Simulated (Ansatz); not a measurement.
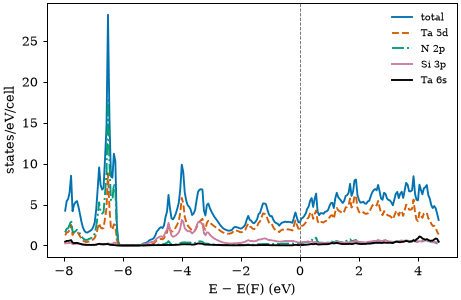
Figure. Total and projected density of states of Ta₂SiN in space group P6_3/mmc (No. 194; Si on 2d, Ta on 4f, N on 2a), PBE (plane waves, PAW; program Ansatz)

Q: Which orbitals carry the states next to the Fermi level?

A: Within 0.5 eV of the Fermi level: Ta 5d 71 %, Si 3p 12 %, N 2p 10 %. Projections are on Löwdin-orthogonalised atomic valence shells; empty p or d shells of many metals are not among them.

Q: Where is the tallest occupied peak in this window, and what makes it?

A: Near -6.5 eV, about 28 states/eV per cell; the largest projected share is N 2p.

The start of the workflow was typed in or built on a structure type; neither database checked (COD, Materials Project) lists it. Whether it is the stable phase at ambient conditions was not checked. Symmetry was held in the PBE relaxation; whether a distortion lowers the energy is not shown. No spin polarisation was allowed. Spin–orbit coupling is left out wherever it is not named.

Potentials: the later of the program's two PAW sets.
